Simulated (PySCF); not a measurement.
# BrRb (RbBr): the cost of one run

Computed with PySCF 2.14.0 and routines of our own; the level stands in each step. Atoms count from 0.

### Step 1. The starting structure

2 atoms, charge 0, multiplicity 1; geometry from: GFN2-xTB.

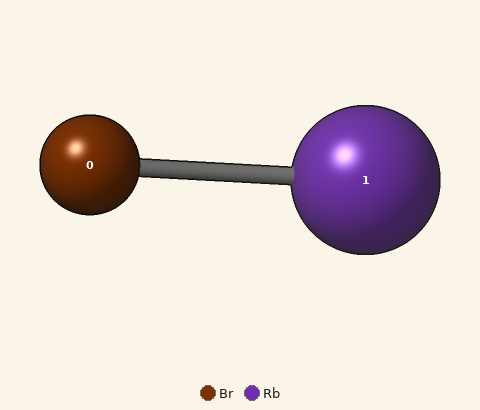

The starting geometry (bromine brown, rubidium purple); sticks join atoms by distance alone.

### Step 2. Optimising the geometry at PBE0-D3(BJ)/def2-SVP

Job settings and geometry (Å):

```
{"job": {"xc": "PBE0", "basis": "def2-SVP", "d3": "d3bj", "grid": 1, "maxiter": 30, "shake": 0.01, "kind": "geom"}, "charge": 0, "multiplicity": 1}
Br     1.490740    -0.028360     0.001230
Rb    -1.473250    -0.000460    -0.013350
```

Command:

```sh
$ OMP_NUM_THREADS=1 python heavy_run.py task.json out
```

The driver reads the jobs from task.json and runs them one after another.

Q: Estimate the wall time and peak memory of this first job on 1 thread of Intel Xeon Platinum 8488C, shared host.

About 6.2 s, with a peak of 0.28 GiB.
